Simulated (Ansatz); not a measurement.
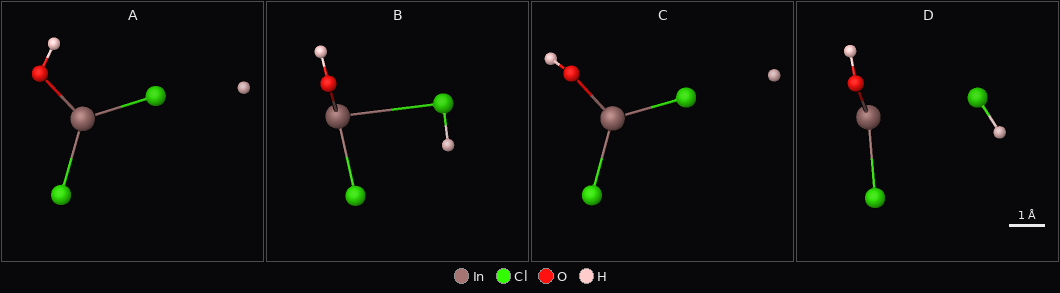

4 geometries from a converged minimum-energy path of InH2OCl2 (multiplicity 2), made up at the start of InHOCl2 and H, shuffled. A ball-and-stick model, seen at a tilt.

These are results of UKS r2SCAN-D4/def2-SVP (Ansatz 0.2.0), not measurements. Run with 7 movable images; climbing image; force threshold 0.03 eV/Å; iteration limit 60; starting path through a guess of the saddle point.

### Which frame is the transition state?

C. In order along the path, whose images run from 0 to 8: A (image 0, 0.0 kJ/mol), C (image 2, +11.0 kJ/mol), D (image 6, −104.5 kJ/mol), B (image 7, −115.2 kJ/mol). Forming: Cl–H (2.59 → 1.33 Å).

Limits of the set-up: the start holds two separate molecules, 2.6 Å apart at their closest, whose relative position is a soft coordinate.

Cost: 6 min on 4 threads of Intel(R) Xeon(R) CPU @ 2.80GHz (Skylake/Cascade Lake), with other jobs on the host, peak memory 0.27 GiB.
